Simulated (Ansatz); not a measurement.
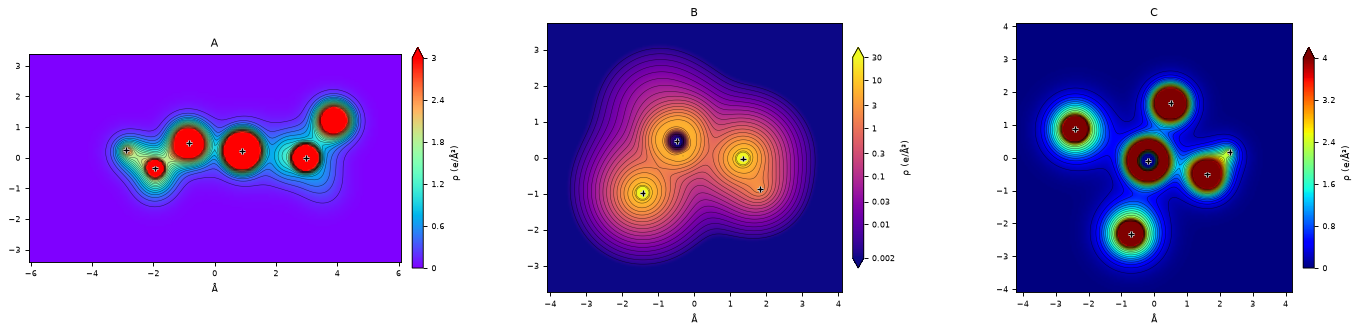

The electron density of 3 systems, each on a plane through atoms (crosses mark nuclei in the plane).

These are results of Ansatz, isolated molecule in a Gaussian basis; Kohn-Sham density functional theory, functional PBE0, not measurements.

System 1: H₃O₄Ta, the plane of atoms Ta5, O3 and H7. Geometry: PBE0-D4/def2-SVP; core potentials replace the inner electrons of Ta.

```xyz
8

O    -1.1193    2.3856   -1.6022
O     0.0667    0.5664    0.3878
O    -2.4972    2.2707    0.9985
O    -2.6346   -0.0839   -1.0720
Ta   -1.5417    1.2959   -0.3351
H     0.9992    0.6847    0.1915
H    -2.7668    3.1879    1.0888
H    -2.9686   -0.2711   -1.9526
```

System 2: CH₃CuF₃OP (SMILES C[O][Cu-][P+](F)(F)F), the plane of atoms C1, O6 and Cu2. Geometry: PBE0-D4/def2-SVP.

```xyz
10

C     0.7907    0.6740   -2.4486
Cu   -0.8859   -0.9458   -0.7299
F    -2.5999   -3.5962   -0.8589
F    -2.3190   -2.8428    1.3999
F    -3.8803   -1.7481   -0.0493
O     0.3868    0.1509   -1.2445
P    -2.3853   -2.2522   -0.0616
H     1.6788    1.3271   -2.3167
H     0.0186    1.3044   -2.9436
H     1.0855   -0.0960   -3.1959
```

System 3: Cl₂FH₃MoO₃ (SMILES [OH][Mo]([OH])([OH])([F])([Cl])[Cl]), the plane of atoms Cl1, Mo4 and Cl2. Geometry: PBE0-D4/def2-SVP; core potentials replace the inner electrons of Mo.

```xyz
10

Cl    2.1825    0.2475   -0.5161
Cl   -1.1600    0.9680    0.6726
F     0.8473    1.4604   -2.9327
Mo    0.0630    1.1803   -1.2527
O    -1.3941    1.9310   -2.1027
O     0.8936    2.6734   -0.5863
O    -0.1812   -0.5967   -1.6347
H    -1.3520    2.2117   -3.0294
H     1.7666    2.6559   -0.1647
H     0.4716   -1.2829   -1.4269
```

### Which map belongs to which system?

Panel A is system 2, CH₃CuF₃OP: the plane holds C, Cu, O, P and H. C–O (1.37 Å): the density is about 2.2 e/Å³ at the midpoint, with its minimum of 1.9 e/Å³ about 0.5 Å from C. Panel B is system 1, H₃O₄Ta: the plane holds O, Ta and H. Ta–O (1.72 Å): ρ is about 1.7 e/Å³ halfway. Panel C is system 3, Cl₂FH₃MoO₃: the plane holds Cl, F, Mo, O and H. Mo–O (1.85 Å): ρ at the midpoint is about 1.2 e/Å³.
